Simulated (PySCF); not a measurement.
## Electronic structure of C$_{4}$H$_{3}$F$_{2}$NOS (SMILES COc1nsc(F)c1F) in real space

The calculation's input:

```
{"job": {"kind": "nmr", "xc": "PBE0", "basis": "pcSseg-1", "pop": false}, "charge": 0, "multiplicity": 1}
C      2.216800    -0.168900     0.141500
O      1.111700     0.628100    -0.251500
C     -0.084500     0.093800    -0.048300
N     -0.262300    -1.088700     0.480800
S     -1.845200    -1.479300     0.610400
C     -2.368500     0.012800    -0.079200
F     -3.650100     0.304000    -0.245700
C     -1.286800     0.782600    -0.395600
F     -1.325200     1.996900    -0.947900
H      2.219000    -1.114100    -0.404900
H      2.173000    -0.381500     1.211300
H      3.103300     0.413600    -0.096900
```

Run with:

```sh
OMP_NUM_THREADS=1 python probes_run.py task.json out
```

Geometry: GFN2-xTB, NEB image 0 of 0 to 8.

These are results of PySCF 2.14.0, PBE0/pcSseg-1, SCF density, gas phase, non-relativistic, not measurements.

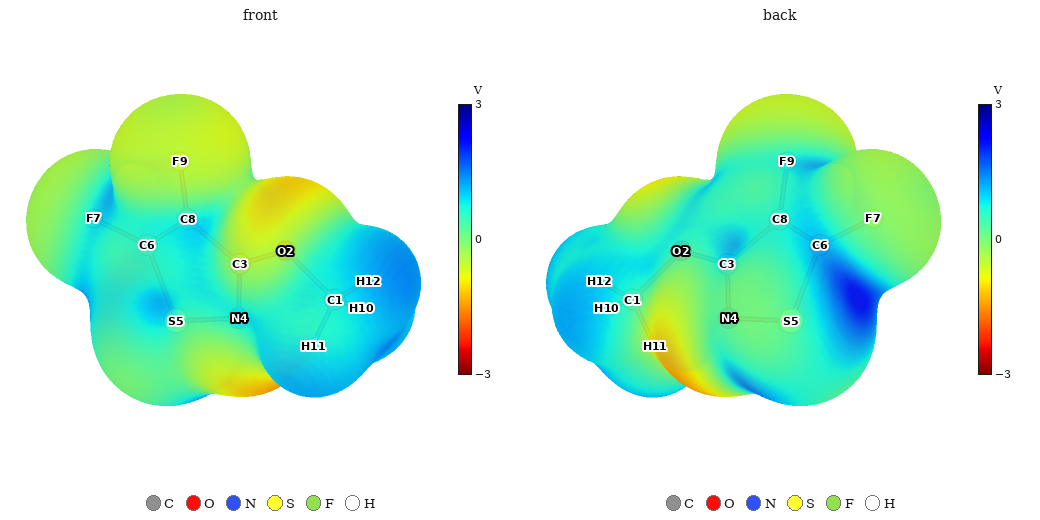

Figure 1. The electrostatic potential painted on the density surface at 0.004 e/bohr³, seen from the front and from behind; the colour scale runs from red (negative) to blue (positive).

Q: Where is the surface potential most negative and most positive?

A: The most negative region (about −1.4 V) lies over N4, the most positive (about +2.2 V) over S5. N4 is the likeliest acceptor of a hydrogen bond.

Q: How polar is the molecule by this calculation?

A: Its dipole moment is 1.62 D.

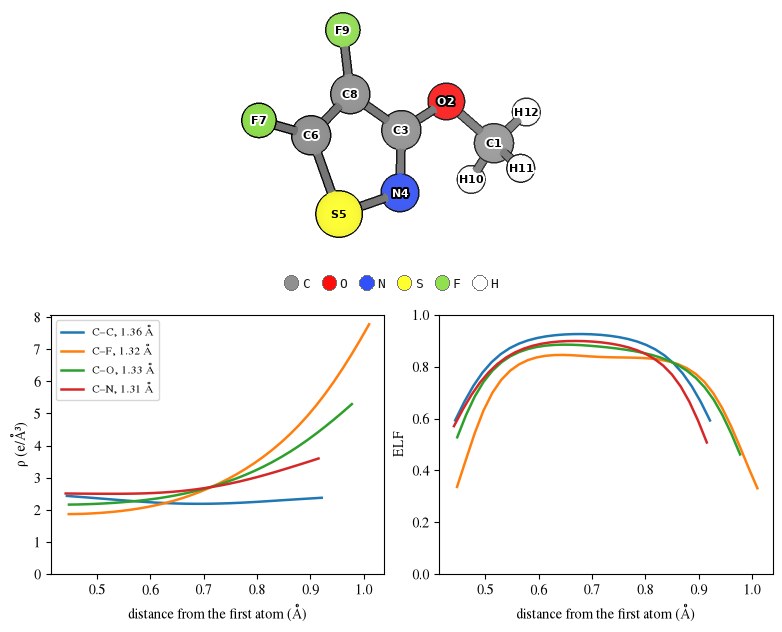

Figure 2. Total electron density and electron localisation function along straight lines between neighbouring atoms. The curves leave out the atomic cores. The structure is drawn too.

Q: What kind of bonding do the profiles show?

A: C–C (1.36 Å): the density is about 2.2 e/Å³ at the midpoint; the ELF peaks at about 0.95 between the atoms (a covalent bond).
C–F (1.32 Å): the density is about 2.4 e/Å³ at the midpoint; the ELF peaks at about 0.85 between the atoms (a polar covalent bond).
C–O (1.33 Å): ρ at the midpoint is about 2.5 e/Å³; the ELF peaks at about 0.90 between the atoms: a shared but strongly polarised pair.
C–N (1.31 Å): ρ at the midpoint is about 2.6 e/Å³; the ELF peaks at about 0.90 between the atoms (a covalent bond).
